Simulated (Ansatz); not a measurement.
## Electronic structure of F2Si···NH3 in real space

```xyz
7

Si   -1.3854   -0.1872   -0.1110
N     0.6913   -0.1833   -0.3275
H     1.0851   -1.1159   -0.2588
F    -1.1366   -0.5724    1.4635
F    -1.2919    1.4459    0.0054
H     1.0557    0.3822    0.4355
H     0.9818    0.2306   -1.2073
```

The product side of a reaction path; geometry: PBE0-D4/def2-TZVP.

All numbers below come from RKS PBE0-D4/def2-TZVPP (Ansatz).

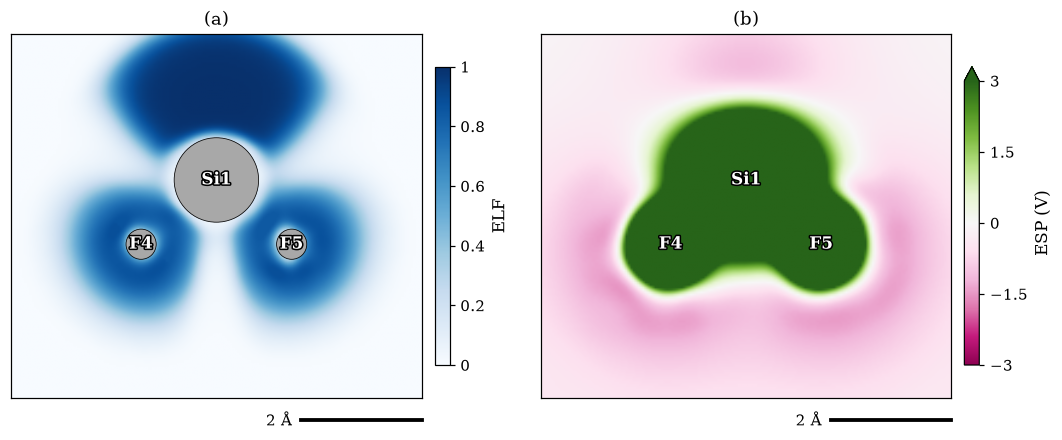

Figure 1. (a) ELF; (b) molecular electrostatic potential on the plane of atoms F4, Si1 and F5. Grey discs cover the atomic cores in the ELF map.

### What do the fields say about this system?

- The section cuts through Si and F sites.
- Si–F (1.64 Å): the ELF peaks at about 0.85 in the valence shell of F, 0.6 Å from its nucleus, and is about 0.40 at the midpoint.
- The ELF also peaks beside F5, F4 and Si1, away from the bonds: lone-pair regions.
- Outside the dense part of the complex the potential is most negative (−1.5 V) near F4 and F5.

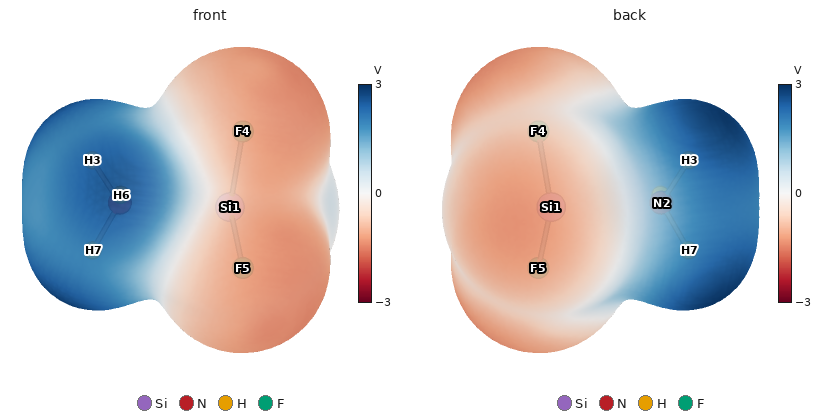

Figure 2. The molecular electrostatic potential painted on the density surface at 0.002 e/bohr³, seen from the front and from behind; red is negative and blue positive.

### Where is the surface potential most negative and most positive?

The most negative region (about −1.4 V, or −32 kcal/mol for a unit charge) lies over F4 and F5, the most positive (about +2.9 V, or +67 kcal/mol for a unit charge) over H3 and H7.

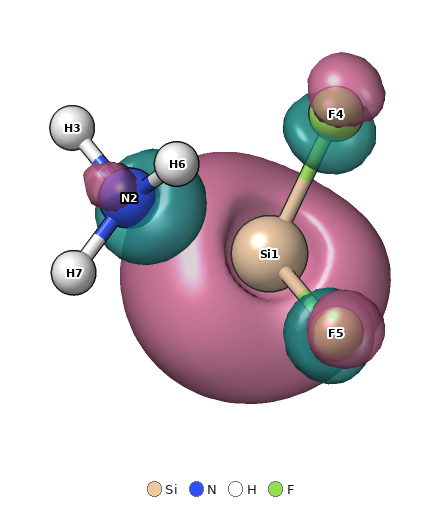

Figure 3. The HOMO at ±0.15 Å⁻³ᐟ² (teal and pink are the two phases), seen at a tilt.

### Where does this orbital lie, and at what energy?

It lies mainly on Si1 (about 75 %), N2 (about 10 %), F4 (about 5 %) and F5 (about 5 %). Its energy is −6.21 eV.
